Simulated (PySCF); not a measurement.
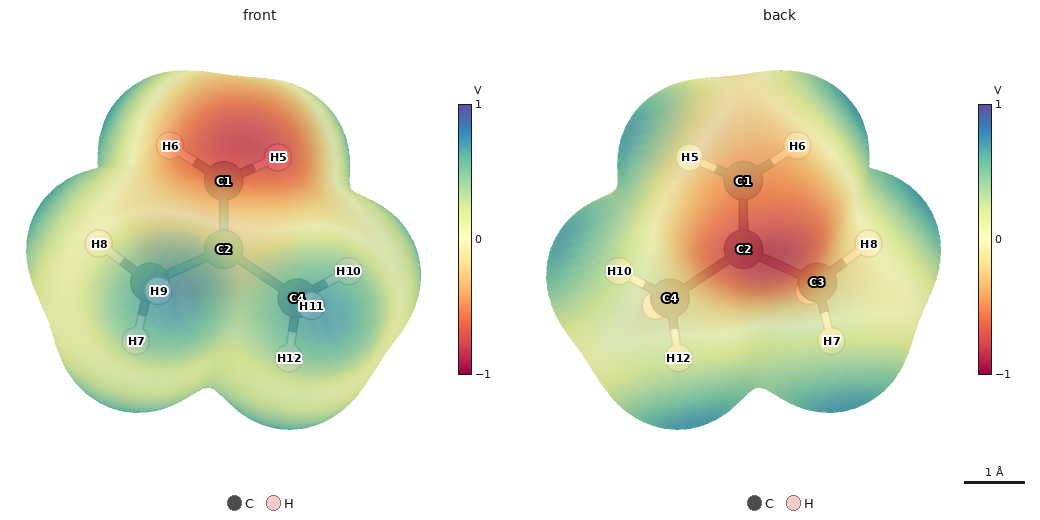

*C₄H₈ (SMILES C=C(C)C). The molecular electrostatic potential painted on the density surface at 0.002 e/bohr³, seen from the front and from behind; the colour scale runs from red (negative) to blue (positive).*

Geometry: PBE0-D3(BJ)/def2-TZVP.

All numbers below come from PySCF 2.14.0, PBE0/pcSseg-2, SCF density, gas phase, non-relativistic.

```yaml
atoms:
  - { symbol: C, position_ang: [1.3332, -0.3369, 0.7093] }
  - { symbol: C, position_ang: [0.1885, -0.0483, 0.0990] }
  - { symbol: C, position_ang: [-1.0750, -0.7977, 0.3797] }
  - { symbol: C, position_ang: [0.0810, 1.0447, -0.9160] }
  - { symbol: H, position_ang: [2.2410, 0.2159, 0.4938] }
  - { symbol: H, position_ang: [1.3999, -1.1344, 1.4417] }
  - { symbol: H, position_ang: [-1.8531, -0.1213, 0.7488] }
  - { symbol: H, position_ang: [-0.9237, -1.5849, 1.1189] }
  - { symbol: H, position_ang: [-1.4677, -1.2533, -0.5358] }
  - { symbol: H, position_ang: [1.0325, 1.5582, -1.0608] }
  - { symbol: H, position_ang: [-0.2460, 0.6443, -1.8814] }
  - { symbol: H, position_ang: [-0.6693, 1.7837, -0.6158] }
```

### Describe the electrostatic potential map.

The most negative region (about −0.8 V, or −18 kcal/mol for a unit charge) lies over the π face of C1 and C2, the most positive (about +0.7 V, or +16 kcal/mol for a unit charge) over the H atoms.

### What dipole moment does the calculation give?

Its dipole moment is 0.59 D.
